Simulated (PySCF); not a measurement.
CCl (doublet)

| atom | x (Å) | y (Å) | z (Å) |
| --- | --- | --- | --- |
| C | 0.0000 | 0.0000 | -1.2463 |
| Cl | 0.0000 | 0.0000 | 0.4277 |

These are results of PySCF 2.14.0, PBE0/pcseg-1, non-relativistic, at a bond length of 1.674 Å, not measurements.

Q: What can the converged electron density, electron localisation function and spin density tell about the bonding?

A: C–Cl (1.67 Å): the density is about 1.6 e/Å³ at the midpoint; the ELF peaks at about 0.85 between the atoms (localised, covalent bonding).
The unpaired spin (1 electron) lies mostly on C1 (about 0.8) and Cl2 (about 0.2), in electrons by Hirshfeld's partition.

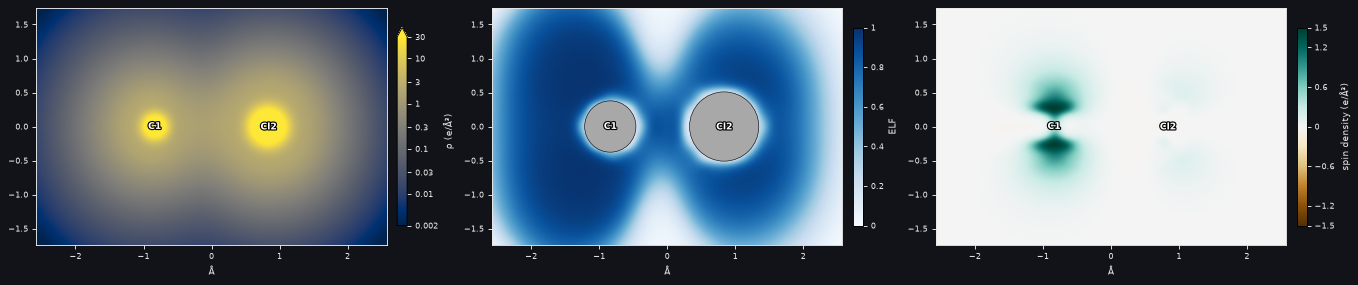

Computed electron density, electron localisation function and spin density on a plane that holds the molecular axis, in this order. Grey discs cover the atomic cores in the ELF map. 
